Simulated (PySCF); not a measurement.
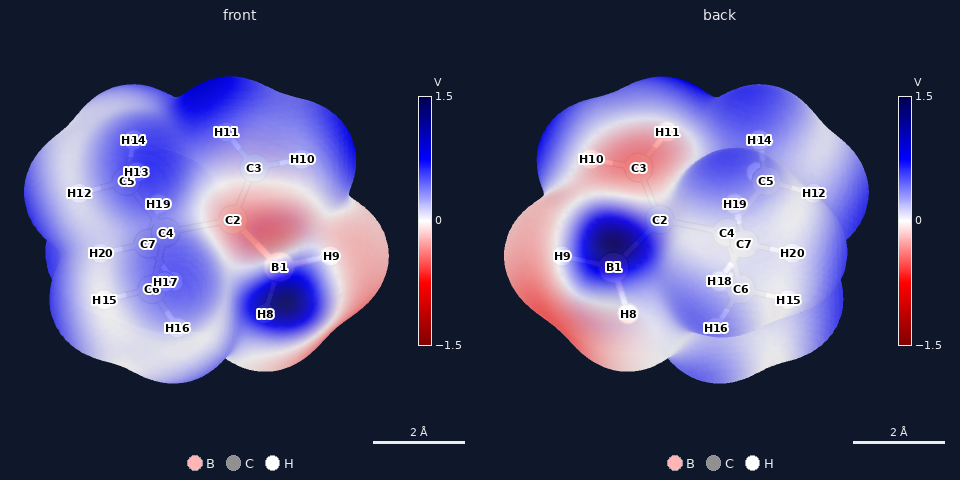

*C₆H₁₃B (SMILES BC(=C)C(C)(C)C). The molecular electrostatic potential painted on the density surface at 0.002 e/bohr³, seen from the front and from behind; red is negative and blue positive.*

Geometry: GFN2-xTB.

The calculation used CAM-B3LYP/def2-SVPD, SCF density, gas phase in PySCF 2.14.0.

Input file:

```
{"job": {"kind": "uv", "xc": "CAM-B3LYP", "basis": "def2-SVPD", "nstates": 8, "ntriplets": 3}, "charge": 0, "multiplicity": 1}
B      2.155275    -0.718887    -0.014397
C      1.027085     0.343685     0.074471
C      1.376292     1.626368     0.239470
C     -0.435601    -0.075589    -0.023705
C     -1.417957     1.094834     0.082609
C     -0.739369    -1.059916     1.113727
C     -0.656945    -0.764065    -1.377217
H      1.943422    -1.860202    -0.155995
H      3.267816    -0.365324     0.063129
H      2.414462     1.908580     0.307474
H      0.674999     2.441775     0.313972
H     -2.437276     0.721894     0.004098
H     -1.320690     1.604181     1.038710
H     -1.261766     1.812508    -0.719580
H     -1.776752    -1.384454     1.061920
H     -0.101374    -1.936403     1.053154
H     -0.573831    -0.583463     2.078364
H     -0.016878    -1.634912    -1.481918
H     -0.433214    -0.075892    -2.190396
H     -1.692845    -1.084040    -1.470923
```

Run with:

```sh
OMP_NUM_THREADS=1 python probes_run.py task.json out
```

### Where is the surface potential most negative and most positive?

The most negative region (about −0.5 V) lies over H9, the most positive (about +1.3 V) over B1.

### What dipole moment does the calculation give?

Its dipole moment is 1.01 D.
